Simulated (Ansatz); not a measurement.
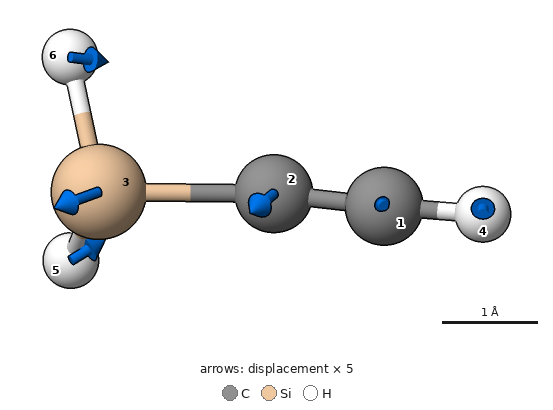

A relaxation of C2H3Si (charge −1). The starting structure is drawn; blue arrows show the displacements, magnified 5 times. The two geometries are superimposed by the best rigid fit.

Style: ball-and-stick. Shown from a free direction.

Computed with RKS PBE0-D4/def2-TZVPD in Ansatz. Settings: force threshold 0.005 eV/Å; at most 200 steps.

Q: What did the optimiser do to the structure, and how much energy did it gain?

A: The atom that moves furthest after the best rigid fit is Si3 (0.13 Å). Largest moves by element: Si 0.13 Å, C 0.11 Å, H 0.10 Å. Near-neighbour distances that change, for instance: C2–Si3 1.844 → 1.889 Å, Si3–H5 1.497 → 1.535 Å, C1–C2 1.209 → 1.219 Å, C1–H4 1.060 → 1.065 Å. Bond angles that change, for instance: H5–Si3–H6 101.8° → 94.9°, C1–C2–Si3 165.6° → 172.5°, C2–Si3–H6 102.7° → 96.0°. The energy falls by 2.59 kcal/mol in 5 accepted moves (6 points after the start). The largest force component goes from 1 to 0.0021 eV/Å. The line search rejected the trial step at point 3 of the run.
